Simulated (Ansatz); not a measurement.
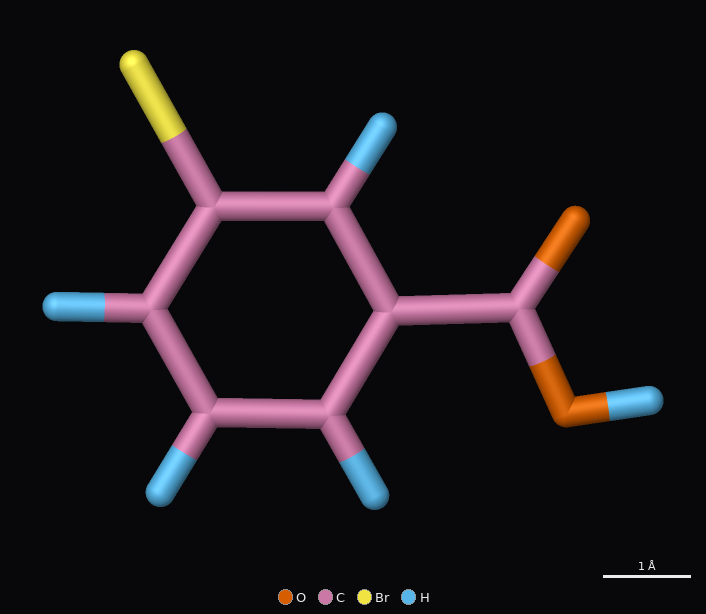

Stick drawing of a structure. Every bond is drawn as one stick, whatever its order.

The geometry was computed by an optimisation with PBE0-D4/def2-TZVP.

**Count the atoms of each element.**

C₇H₅BrO₂, 15 atoms: 7 carbon, 5 hydrogen, 1 bromine and 2 oxygen.

**Give a SMILES string for it.**

O=C(O)c1cccc(Br)c1

The parts below concern this one geometry. Atoms keep their numbers from picture to picture.

Geometry

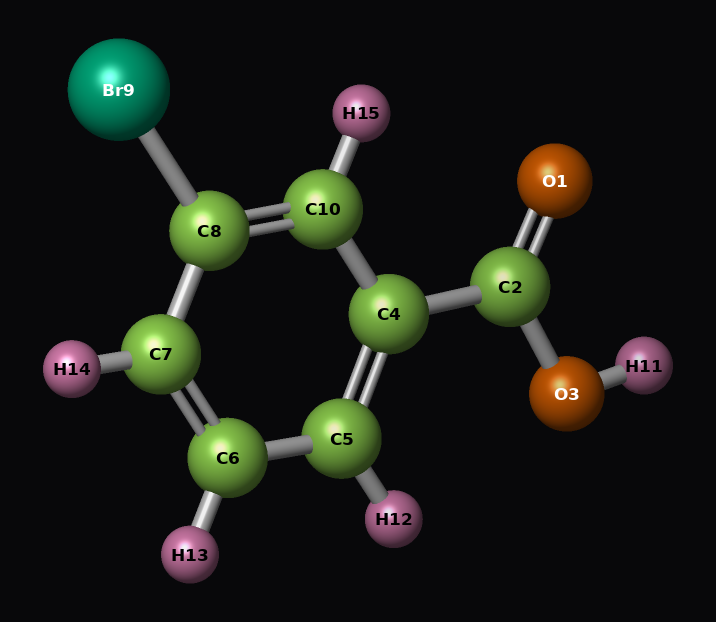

The atoms are numbered.

**How are the neighbours of atom 2 arranged?**

C2 has 3 neighbours (O1 at 1.20, O3 at 1.34, C4 at 1.48 Å); the arrangement is trigonal planar.

**How are the neighbours of atom 8 arranged?**

C8 has 3 neighbours (C7 at 1.39, Br9 at 1.89, C10 at 1.38 Å); the arrangement is trigonal planar.

**How are the neighbours of atom 4 arranged?**

C4 has 3 neighbours (C2 at 1.48, C5 at 1.39, C10 at 1.39 Å); the arrangement is trigonal planar.

**What is the geometry at C6?**

C6 has 3 neighbours (C5 at 1.38, C7 at 1.39, H13 at 1.08 Å); the arrangement is trigonal planar.

**What is the dihedral angle O1–C2–C4–C5?**

180° in size, that is anti.

Vibrations

Harmonic vibrations computed with RKS PBE0-D4/def2-TZVP (Ansatz 0.2.0) at a stationary point of the same level.

**List the wavenumbers.**

39 modes: 54, 135, 143, 186, 275, 311, 392, 430, 489, 519, 607, 641, 685, 700, 773, 831, 834, 940, 955, 990, 1020, 1103, 1122, 1142, 1189, 1211, 1302, 1370, 1391, 1468, 1515, 1639, 1661, 1829, 3204, 3224, 3233, 3237, 3796 cm⁻¹.

Electronic properties

Properties computed with RKS r2SCAN-D4/def2-TZVPP (Ansatz 0.2.0).

Computed properties:

- dipole moment: 2.87 D
- HOMO energy (Kohn–Sham orbital): −6.54 eV
- LUMO energy (Kohn–Sham orbital): −2.52 eV
- HOMO–LUMO gap: 4.02 eV
- dispersion correction: −12.7 kJ/mol
- vertical ionisation energy: 9.00 eV

Thermal motion

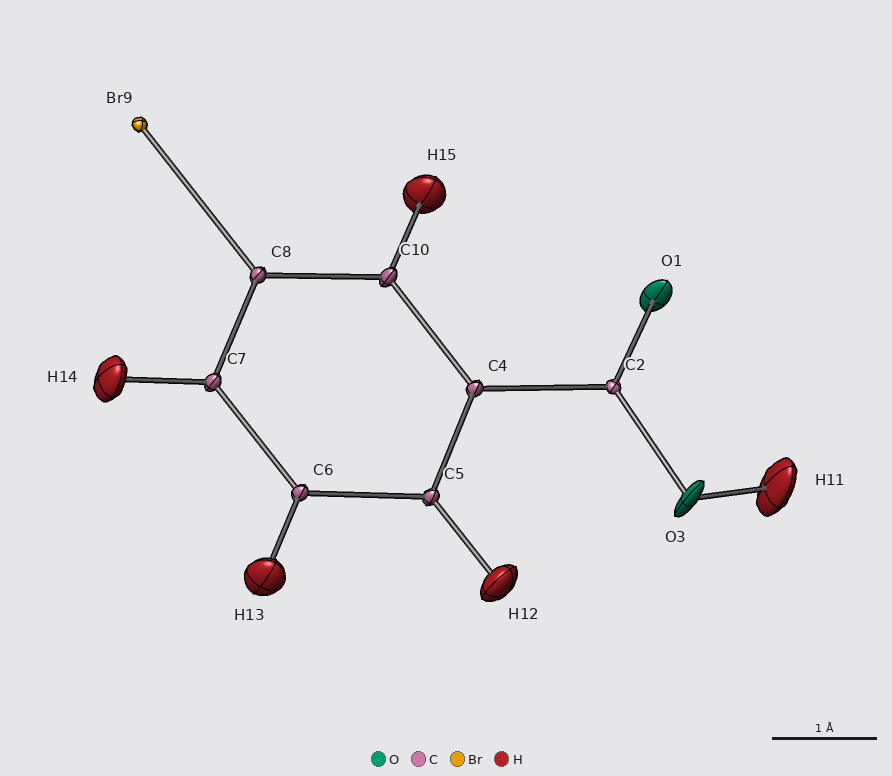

Displacement ellipsoids at the 50 % level, from the internal vibrations of the free molecule (harmonic, no overall translation or rotation; no half-axis is drawn under 0.075 Å). Vibrations computed with RKS PBE0-D4/def2-TZVP (Ansatz 0.2.0). Temperature: 200 K.

Give the displacement parameters, one line for each set of equivalent atoms.

```tsv
atom	U_eq (Å²)	rms amplitudes (Å)
O1	0.0146	0.033, 0.083, 0.189
C2	0.0017	0.034, 0.042, 0.047
O3	0.0191	0.046, 0.058, 0.227
C4	0.0033	0.038, 0.047, 0.079
C5	0.0035	0.041, 0.048, 0.080
C6	0.0036	0.043, 0.048, 0.082
C7	0.0041	0.041, 0.052, 0.088
C8	0.0033	0.037, 0.052, 0.077
Br9	0.00079	0.018, 0.031, 0.033
C10	0.0049	0.041, 0.052, 0.102
H11	0.0343	0.082, 0.146, 0.274
H12	0.0185	0.082, 0.126, 0.181
H13	0.0189	0.084, 0.124, 0.185
H14	0.0200	0.083, 0.128, 0.191
H15	0.0197	0.087, 0.127, 0.188
```

Charges

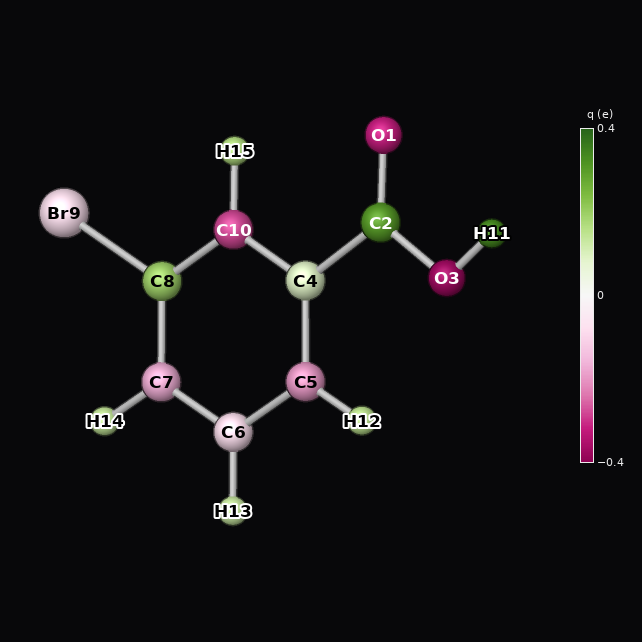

Atoms are coloured by their Mulliken charges. Level of theory: RKS PBE0-D4/def2-TZVP (Ansatz 0.2.0).

**Which atom carries the highest charge (most positive or least negative)?**

H11 (0.33 e).

**And the lowest?**

O3 (−0.37 e).

List the Mulliken charges.

| atom | value (e) |
| --- | --- |
| O1 | −0.32 |
| C2 | 0.30 |
| O3 | −0.37 |
| C4 | 0.09 |
| C5 | −0.20 |
| C6 | −0.08 |
| C7 | −0.17 |
| C8 | 0.19 |
| Br9 | −0.08 |
| C10 | −0.28 |
| H11 | 0.33 |
| H12 | 0.15 |
| H13 | 0.13 |
| H14 | 0.14 |
| H15 | 0.16 |

Mulliken values depend strongly on the basis set and can even reverse the polarity of a bond.
